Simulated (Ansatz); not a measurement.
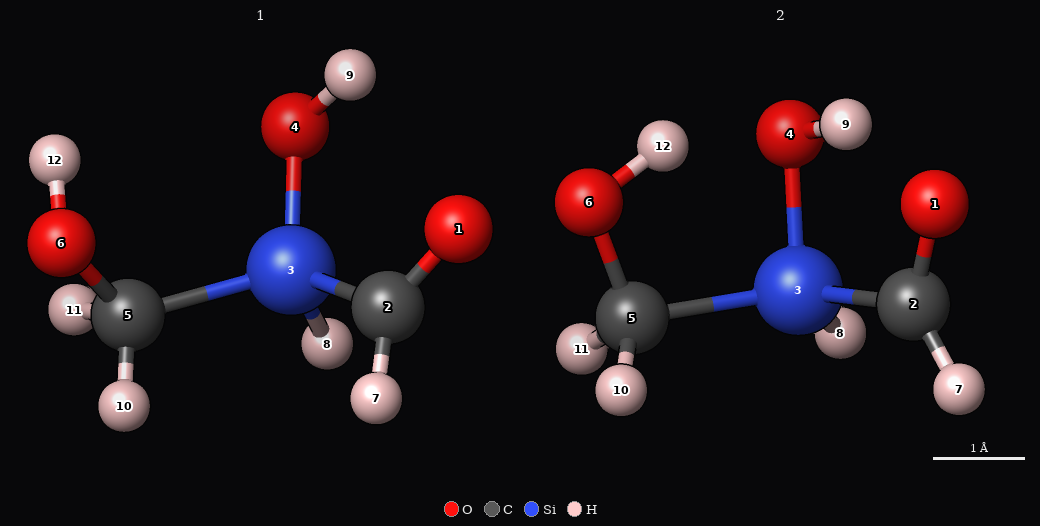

Two geometries of C2H6O3Si, drawn at one scale. One is the start of a relaxation, the other its converged end. The picture is a ball-and-stick view, seen at a tilt.

Method: Ansatz, RKS r2SCAN/STO-3G. Settings: no spin polarisation; force threshold 0.02 eV/Å; at most 40 steps.

Which one is relaxed?

Answer. Structure 2 is the relaxed one. The run prepares the start of a later molecular dynamics calculation, from a guessed geometry. H12 moves most after the best rigid fit: 1.07 Å. Largest moves by element: H 1.07 Å, O 0.66 Å, Si 0.30 Å, C 0.20 Å. Some distances before and after: O6–H12 0.994 → 1.075 Å, Si3–H8 1.528 → 1.451 Å, Si3–O4 1.660 → 1.733 Å, O1–C2 1.208 → 1.273 Å. Bond angles that change, for instance: C2–Si3–O4 115.5° → 93.5°, O4–Si3–C5 109.3° → 95.2°, C5–Si3–H8 104.6° → 118.4°. Groups turn about C5–O6 by about 50°. Over 18 accepted moves (19 points after the start) the energy falls by 109.0 kJ/mol. Largest force component: 5.1 eV/Å at the start, 0.018 eV/Å at the end. The line search rejected the trial step at point 2 of the run. The run took roughly 100 core-seconds on a shared host.

Limits of the set-up: STO-3G is a minimal basis, so the numbers are rough.
